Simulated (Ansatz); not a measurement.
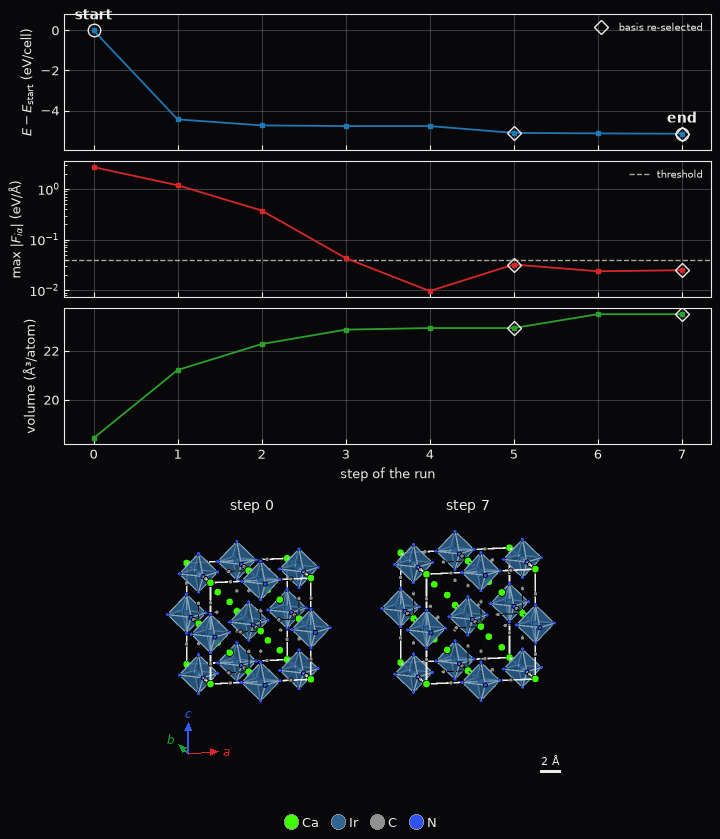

First and last geometry of a relaxation of a crystal of Ca₃IrC₆N₆ (a generated structure, set up in Fm-3m) (coarse preliminary run), with the history of the run. Style: polyhedral. Shown: the conventional cell (4 times the calculation's cell), slightly off an axis. Lengths and directions refer to the drawn axes.

These are results of DFT PBE, scalar-relativistic, plane waves, PAW (Ansatz), not measurements. Settings: plane-wave cutoff 420 eV; k-point mesh 4 × 4 × 4; occupations gaussian; smearing width 0.1 eV; collinear spin; cell and atoms relaxed; force threshold 0.04 eV/Å; at most 70 steps.

> What do the curves and the structures tell?

It converged. The largest moves relative to the cell, 0.29 Å, are those of C atoms. Largest moves by element: C 0.29 Å, N 0.20 Å. Ca and Ir stay in place. The drawn cell changes as follows: a = b = c 10.567 → 11.457 Å (+8.4 %); the volume changes by +27.5 %. Some distances before and after: C–Ca 2.106 → 2.574 Å, Ir–N 2.007 → 1.980 Å. The space group stays Fm-3m (No. 225). After 5 accepted moves (7 points after the start) the energy has fallen by 5.157 eV per cell of the calculation. The largest force component goes from 2.7 to 0.025 eV/Å. Pressure: 10.95 GPa at the start and 0.29 GPa at the end. At 2 points the geometry stayed and the basis and grid were re-selected for the new cell (energy shift of 0.340 eV per cell of the calculation at most each time). The program noted that the starting moments weren't kept. The run may lie on a higher electronic state than the lowest, so the end point isn't shown to be the ground-state structure. The run took 6.1 min on 1 thread of Intel(R) Xeon(R) Platinum 8259CL CPU @ 2.50GHz (Skylake/Cascade Lake) (shared host), peak memory 0.95 GiB.
